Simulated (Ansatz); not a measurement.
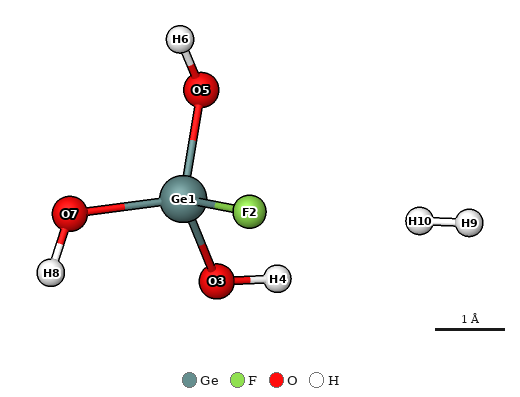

Figure 1. The starting structure (ball-and-stick view, seen at a tilt; atoms are numbered from 1 in the order of the input). Sticks mark near contacts.

**GeH5O3F: nudged elastic band (part 1 of 2)**

- system: GeH5O3F
- method: RHF/def2-SVP (Ansatz 0.2.0)

It belongs to a series of runs on one base structure; here: band between the two ends. Figures and captions count atoms from 1; the log counts them from 0 in places.

### Input
```yaml
crystal:
  periodic: [false, false, false]
  atoms:
    - { symbol: Ge, position_ang: [-0.326167, -0.436689, -0.396219] }
    - { symbol: F, position_ang: [-0.001309, 0.335087, 1.099743] }
    - { symbol: O, position_ang: [1.159852, -1.070407, -0.995767] }
    - { symbol: H, position_ang: [1.849883, -0.461982, -1.215391] }
    - { symbol: O, position_ang: [-0.976995, 0.742194, -1.47101] }
    - { symbol: H, position_ang: [-1.833125, 1.096696, -1.281042] }
    - { symbol: O, position_ang: [-1.463273, -1.698893, -0.108758] }
    - { symbol: H, position_ang: [-1.189196, -2.439533, 0.411473] }
    - { symbol: H, position_ang: [1.917327, 2.68544, 2.639066] }
    - { symbol: H, position_ang: [1.467804, 2.159389, 2.356805] }
basis:
  gaussian: { orbitals: def2-SVP }
hamiltonian:
  xc: hf
neb:
  order_check: false
  images: 7
  f_tol: 0.03
  max_iterations: 60
  final_atoms:
    - { symbol: Ge, position_ang: [0.98707173, 0.15101765, 0.14583257] }
    - { symbol: F, position_ang: [-2.34186408, -0.02228486, 1.1407818] }
    - { symbol: O, position_ang: [1.56840243, -0.35490138, -1.4158652] }
    - { symbol: H, position_ang: [1.16332858, -1.11654607, -1.80366544] }
    - { symbol: O, position_ang: [-0.41267879, 1.22493639, -0.08784464] }
    - { symbol: H, position_ang: [-0.35605922, 1.90717688, -0.74037943] }
    - { symbol: O, position_ang: [0.32775706, -1.19345088, 1.01772408] }
    - { symbol: H, position_ang: [-0.58959985, -1.14368392, 1.26039036] }
    - { symbol: H, position_ang: [2.10901331, 0.87078535, 0.85885973] }
    - { symbol: H, position_ang: [-1.85057017, 0.58825284, 0.66306617] }
  initial_path:
    images:
      - { positions_ang: [[-0.326167, -0.436689, -0.396219], [-0.001309, 0.335087, 1.099743], [1.159852, -1.070407, -0.995767], [1.849883, -0.461982, -1.215391], [-0.976995, 0.742194, -1.47101], [-1.833125, 1.096696, -1.281042], [-1.463273, -1.698893, -0.108758], [-1.189196, -2.439533, 0.411473], [1.917327, 2.68544, 2.639066], [1.467804, 2.159389, 2.356805]] }
      - { positions_ang: [[-0.24521945, -0.3296227, -0.29476828], [0.00766759, 0.29420215, 1.33262032], [1.28381059, -0.82090926, -0.89854342], [1.8785937, -0.60481517, -1.07258456], [-0.94244796, 0.90258616, -1.27597797], [-1.82527855, 1.10777094, -1.1795255], [-1.31108375, -1.64751756, -0.1901852], [-1.21627153, -2.3010425, 0.40463734], [1.6845526, 2.38754699, 2.09016733], [1.29047776, 1.92310296, 2.12305994]] }
      - { positions_ang: [[-0.1642719, -0.2225564, -0.19331757], [0.01664418, 0.25331729, 1.56549764], [1.40776918, -0.57141152, -0.80131984], [1.90730441, -0.74764833, -0.92977812], [-0.90790093, 1.06297831, -1.08094593], [-1.8174321, 1.11884587, -1.078009], [-1.15889451, -1.59614213, -0.2716124], [-1.24334706, -2.16255201, 0.39780168], [1.45177821, 2.08965398, 1.54126866], [1.11315151, 1.68681693, 1.88931489]] }
      - { positions_ang: [[-0.08332436, -0.11549011, -0.09186685], [0.02562077, 0.21243244, 1.79837496], [1.53172778, -0.32191379, -0.70409626], [1.93601511, -0.8904815, -0.78697169], [-0.87335389, 1.22337047, -0.8859139], [-1.80958564, 1.12992081, -0.9764925], [-1.00670526, -1.54476669, -0.3530396], [-1.27042258, -2.02406151, 0.39096602], [1.21900381, 1.79176098, 0.99236998], [0.93582527, 1.45053089, 1.65556983]] }
      - { positions_ang: [[-0.00237681, -0.00842381, 0.00958386], [0.03459735, 0.17154759, 2.03125228], [1.65568637, -0.07241605, -0.60687268], [1.96472581, -1.03331466, -0.64416525], [-0.83880685, 1.38376263, -0.69088187], [-1.80173919, 1.14099575, -0.874976], [-0.85451601, -1.49339126, -0.4344668], [-1.29749811, -1.88557101, 0.38413036], [0.98622942, 1.49386797, 0.44347131], [0.75849902, 1.21424485, 1.42182478]] }
      - { positions_ang: [[0.24498533, 0.03143656, 0.04364604], [-0.559518, 0.12308948, 1.80863466], [1.63386539, -0.14303738, -0.80912081], [1.7643765, -1.05412251, -0.9340403], [-0.73227484, 1.34405607, -0.54012256], [-1.4403192, 1.33254103, -0.84132685], [-0.55894774, -1.41840616, -0.07141908], [-1.12052355, -1.70009924, 0.60319536], [1.26692539, 1.33809731, 0.54731842], [0.10623173, 1.05774685, 1.23213513]] }
      - { positions_ang: [[0.49234746, 0.07129692, 0.07770821], [-1.15363336, 0.07463137, 1.58601704], [1.6120444, -0.21365871, -1.01136894], [1.56402719, -1.07493037, -1.22391534], [-0.62574282, 1.30434951, -0.38936326], [-1.07889921, 1.52408631, -0.80767771], [-0.26337948, -1.34342107, 0.29162864], [-0.94354898, -1.51462747, 0.82226036], [1.54762136, 1.18232666, 0.65116552], [-0.54603557, 0.90124885, 1.04244548]] }
      - { positions_ang: [[0.7397096, 0.11115729, 0.11177039], [-1.74774872, 0.02617326, 1.36339942], [1.59022342, -0.28428005, -1.21361707], [1.36367789, -1.09573822, -1.51379039], [-0.51921081, 1.26464295, -0.23860395], [-0.71747921, 1.71563159, -0.77402857], [0.03218879, -1.26843598, 0.65467636], [-0.76657442, -1.3291557, 1.04132536], [1.82831734, 1.02655601, 0.75501262], [-1.19830287, 0.74475084, 0.85275583]] }
      - { positions_ang: [[0.98707173, 0.15101765, 0.14583257], [-2.34186408, -0.02228486, 1.1407818], [1.56840243, -0.35490138, -1.4158652], [1.16332858, -1.11654607, -1.80366544], [-0.41267879, 1.22493639, -0.08784464], [-0.35605922, 1.90717688, -0.74037943], [0.32775706, -1.19345088, 1.01772408], [-0.58959985, -1.14368392, 1.26039036], [2.10901331, 0.87078535, 0.85885973], [-1.85057017, 0.58825284, 0.66306617]] }
```

Hardware: 2 threads of Arm Neoverse V1, 24 GiB of memory available, shared host.

Launch command:
```bash
ansatz run input.yaml --threads 2 --pin off --max-ram 3072MiB --backend cpu --events-out ev --progress --plain --runs-dir out
```

### Output
```
Engine: ansatz 0.2.0, aarch64-unknown-linux-gnu
Functional definition: HF
  exchange = exact_x
  correlation = 0
1163 factors; integrals over basis functions are off by at most 2.5e-4 eV
mean field evaluation 1: about -65353.2156 eV, gradient 5.4e1 eV
mean field evaluation 2: about -65353.2740 eV, gradient 5.4e1 eV
mean field evaluation 4: about -65358.2059 eV, gradient 3.0e0 eV
mean field evaluation 8: about -65358.2344 eV, gradient 8.5e-5 eV
mean field -65358.23440188 eV, -2401.8708128665 hartree, gradient 1.3e-5 eV, S^2 0.000000; 0 other end points of the search recorded, 0 dependent functions left out
the calculation of the forces begins
reference -65358.23440188 eV, -2401.8708128665 hartree; 35, 35 occupied and 78, 78 virtual orbitals, 1163 factors
1161 factors; integrals over basis functions are off by at most 9.7e-4 eV
mean field evaluation 16: about -65358.2015 eV, gradient 1.1e0 eV
mean field -65358.20379434 eV, -2401.8696880603 hartree, gradient 4.0e-5 eV, S^2 0.000000; 0 other end points of the search recorded, 0 dependent functions left out
[... from here on the field's lines of each further geometry are left out, up to the last ...]
NEB iter   1: max|band force component| = 1.163e2 eV/Å  barrier→ = 16.1252 eV  barrier← = 16.0946 eV  Δτ_max = 0.2000 Å  (292 SCF iters)
NEB iter   2: max|band force component| = 1.547e1 eV/Å  barrier→ = 4.1383 eV  barrier← = 4.1077 eV  Δτ_max = 0.2000 Å  (257 SCF iters)
NEB iter   3: max|band force component| = 1.020e1 eV/Å  barrier→ = 3.2018 eV  barrier← = 3.1712 eV  Δτ_max = 0.2000 Å  (228 SCF iters)
NEB iter   4: max|band force component| = 4.594e0 eV/Å  barrier→ = 1.9375 eV  barrier← = 1.9069 eV  Δτ_max = 0.2000 Å  (228 SCF iters)
NEB iter   5: max|band force component| = 5.336e0 eV/Å  barrier→ = 1.8742 eV  barrier← = 1.8436 eV  Δτ_max = 0.0992 Å  (221 SCF iters)
NEB iter   6: max|band force component| = 1.774e0 eV/Å  barrier→ = 1.8866 eV  barrier← = 1.8560 eV  Δτ_max = 0.2000 Å  (222 SCF iters)
NEB iter   7: max|band force component| = 1.368e0 eV/Å  barrier→ = 2.2174 eV  barrier← = 2.1868 eV  Δτ_max = 0.2000 Å  (215 SCF iters)
NEB iter   8: max|band force component| = 1.316e0 eV/Å  barrier→ = 2.2736 eV  barrier← = 2.2430 eV  Δτ_max = 0.1998 Å  (217 SCF iters)
NEB iter   9: max|band force component| = 6.820e-1 eV/Å  barrier→ = 2.1079 eV  barrier← = 2.0773 eV  Δτ_max = 0.2000 Å  (216 SCF iters)
NEB iter  10: max|band force component| = 4.328e0 eV/Å  barrier→ = 1.7969 eV  barrier← = 1.7663 eV  Δτ_max = 0.1000 Å  (222 SCF iters)
NEB iter  11: max|band force component| = 1.152e0 eV/Å  barrier→ = 1.6349 eV  barrier← = 1.6043 eV  CI = image 4  Δτ_max = 0.1998 Å  (215 SCF iters)
NEB iter  12: max|band force component| = 1.406e0 eV/Å  barrier→ = 1.6226 eV  barrier← = 1.5920 eV  CI = image 4  Δτ_max = 0.2000 Å  (216 SCF iters)
NEB iter  13: max|band force component| = 1.489e0 eV/Å  barrier→ = 1.8687 eV  barrier← = 1.8381 eV  CI = image 4  Δτ_max = 0.1923 Å  (226 SCF iters)
NEB iter  14: max|band force component| = 2.584e0 eV/Å  barrier→ = 2.6412 eV  barrier← = 2.6105 eV  CI = image 4  Δτ_max = 0.2000 Å  (228 SCF iters)
NEB iter  15: max|band force component| = 9.950e-1 eV/Å  barrier→ = 2.6422 eV  barrier← = 2.6116 eV  CI = image 4  Δτ_max = 0.1996 Å  (217 SCF iters)
NEB iter  16: max|band force component| = 3.998e-1 eV/Å  barrier→ = 2.5808 eV  barrier← = 2.5502 eV  CI = image 4  Δτ_max = 0.1999 Å  (219 SCF iters)
NEB iter  17: max|band force component| = 4.401e-1 eV/Å  barrier→ = 2.5718 eV  barrier← = 2.5412 eV  CI = image 4  Δτ_max = 0.1000 Å  (224 SCF iters)
NEB iter  18: max|band force component| = 1.207e-1 eV/Å  barrier→ = 2.5543 eV  barrier← = 2.5237 eV  CI = image 4  Δτ_max = 0.1641 Å  (232 SCF iters)
NEB iter  19: max|band force component| = 1.985e-1 eV/Å  barrier→ = 2.5501 eV  barrier← = 2.5195 eV  CI = image 4  Δτ_max = 0.0827 Å  (233 SCF iters)
NEB iter  20: max|band force component| = 2.485e-1 eV/Å  barrier→ = 2.5474 eV  barrier← = 2.5168 eV  CI = image 4  Δτ_max = 0.0418 Å  (232 SCF iters)
NEB iter  21: max|band force component| = 1.463e-1 eV/Å  barrier→ = 2.5466 eV  barrier← = 2.5160 eV  CI = image 4  Δτ_max = 0.0413 Å  (223 SCF iters)
NEB iter  22: max|band force component| = 3.540e-1 eV/Å  barrier→ = 2.5462 eV  barrier← = 2.5156 eV  CI = image 4  Δτ_max = 0.0207 Å  (234 SCF iters)
NEB iter  23: max|band force component| = 1.278e-1 eV/Å  barrier→ = 2.5461 eV  barrier← = 2.5155 eV  CI = image 4  Δτ_max = 0.0421 Å  (235 SCF iters)
NEB iter  24: max|band force component| = 1.214e-1 eV/Å  barrier→ = 2.5460 eV  barrier← = 2.5154 eV  CI = image 4  Δτ_max = 0.0412 Å  (224 SCF iters)
NEB iter  25: max|band force component| = 1.337e-1 eV/Å  barrier→ = 2.5459 eV  barrier← = 2.5153 eV  CI = image 4  Δτ_max = 0.0207 Å  (234 SCF iters)
NEB iter  26: max|band force component| = 1.074e-1 eV/Å  barrier→ = 2.5459 eV  barrier← = 2.5153 eV  CI = image 4  Δτ_max = 0.0207 Å  (235 SCF iters)
NEB iter  27: max|band force component| = 9.385e-2 eV/Å  barrier→ = 2.5459 eV  barrier← = 2.5153 eV  CI = image 4  Δτ_max = 0.0207 Å  (226 SCF iters)
NEB iter  28: max|band force component| = 6.360e-2 eV/Å  barrier→ = 2.5459 eV  barrier← = 2.5153 eV  CI = image 4  Δτ_max = 0.0207 Å  (227 SCF iters)
NEB iter  29: max|band force component| = 8.331e-2 eV/Å  barrier→ = 2.5459 eV  barrier← = 2.5153 eV  CI = image 4  Δτ_max = 0.0103 Å  (225 SCF iters)
NEB iter  30: max|band force component| = 5.057e-2 eV/Å  barrier→ = 2.5459 eV  barrier← = 2.5153 eV  CI = image 4  Δτ_max = 0.0207 Å  (228 SCF iters)
NEB iter  31: max|band force component| = 4.808e-2 eV/Å  barrier→ = 2.5459 eV  barrier← = 2.5153 eV  CI = image 4  Δτ_max = 0.0207 Å  (227 SCF iters)
NEB iter  32: max|band force component| = 1.477e-1 eV/Å  barrier→ = 2.5459 eV  barrier← = 2.5153 eV  CI = image 4  Δτ_max = 0.0104 Å  (236 SCF iters)
NEB iter  33: max|band force component| = 5.226e-2 eV/Å  barrier→ = 2.5459 eV  barrier← = 2.5153 eV  CI = image 4  Δτ_max = 0.0208 Å  (226 SCF iters)
NEB iter  34: max|band force component| = 5.705e-2 eV/Å  barrier→ = 2.5459 eV  barrier← = 2.5153 eV  CI = image 4  Δτ_max = 0.0207 Å  (226 SCF iters)
NEB iter  35: max|band force component| = 5.453e-2 eV/Å  barrier→ = 2.5459 eV  barrier← = 2.5153 eV  CI = image 4  Δτ_max = 0.0414 Å  (224 SCF iters)
NEB iter  36: max|band force component| = 3.343e-1 eV/Å  barrier→ = 2.5459 eV  barrier← = 2.5153 eV  CI = image 4  Δτ_max = 0.0208 Å  (233 SCF iters)
NEB iter  37: max|band force component| = 6.411e-2 eV/Å  barrier→ = 2.5459 eV  barrier← = 2.5153 eV  CI = image 4  Δτ_max = 0.0414 Å  (236 SCF iters)
NEB iter  38: max|band force component| = 5.870e-2 eV/Å  barrier→ = 2.5459 eV  barrier← = 2.5153 eV  CI = image 4  Δτ_max = 0.0413 Å  (224 SCF iters)
NEB iter  39: max|band force component| = 4.012e-2 eV/Å  barrier→ = 2.5459 eV  barrier← = 2.5153 eV  CI = image 4  Δτ_max = 0.0413 Å  (224 SCF iters)
NEB iter  40: max|band force component| = 7.624e-2 eV/Å  barrier→ = 2.5459 eV  barrier← = 2.5153 eV  CI = image 4  Δτ_max = 0.0207 Å  (224 SCF iters)
NEB iter  41: max|band force component| = 3.948e-2 eV/Å  barrier→ = 2.5459 eV  barrier← = 2.5153 eV  CI = image 4  Δτ_max = 0.0415 Å  (225 SCF iters)
NEB iter  42: max|band force component| = 3.079e-2 eV/Å  barrier→ = 2.5459 eV  barrier← = 2.5153 eV  CI = image 4  Δτ_max = 0.0418 Å  (225 SCF iters)
```
